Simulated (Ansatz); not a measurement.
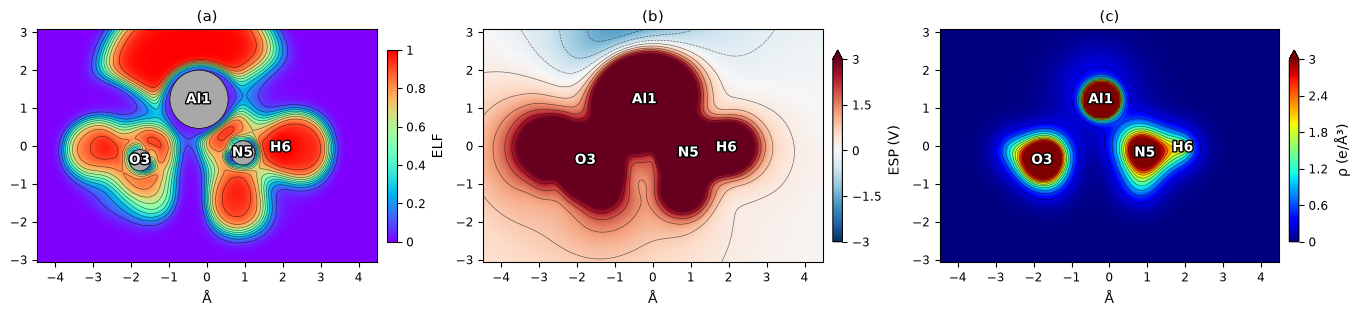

*AlH4NO. (a) electron localisation function; (b) molecular electrostatic potential; (c) electron density on the plane of atoms O3, Al1 and N5. Grey discs cover the atomic cores in the ELF map.*

These are results of RKS B3LYP-D4/def2-SVP (Ansatz), not measurements.

```yaml
atoms:
  - { symbol: Al, position_ang: [-0.9264, -0.5566, 0.9262] }
  - { symbol: H, position_ang: [1.8178, -0.2239, 1.0832] }
  - { symbol: O, position_ang: [1.1572, 0.1215, 0.4633] }
  - { symbol: H, position_ang: [1.3724, -0.2597, -0.4049] }
  - { symbol: N, position_ang: [-1.2198, -0.1586, -0.8347] }
  - { symbol: H, position_ang: [-2.1006, -0.3973, -1.2911] }
  - { symbol: H, position_ang: [-0.7402, 0.5227, -1.4245] }
```

Read the bonding off the picture.

The section cuts through Al, O, N and H sites. Al–N (1.83 Å): the density is about 0.74 e/Å³ at the midpoint; the ELF peaks at about 0.95 between the atoms: a polar covalent bond. Al–O (2.24 Å): ρ is about 0.26 e/Å³ halfway, with its minimum of 0.2 e/Å³ about 0.9 Å from Al; the ELF peaks at about 0.90 in the valence shell of O, 0.6 Å from its nucleus, and is about 0.40 at the midpoint. N–H (1.02 Å): the density is about 2.7 e/Å³ at the midpoint; the ELF climbs to about 1 towards the hydrogen, as it does in any bond to H; an ordinary covalent bond to hydrogen. The ELF also peaks beside Al1, away from the bonds: lone-pair regions. Outside the dense part of the molecule the potential is most negative (−1.6 V) near Al1.
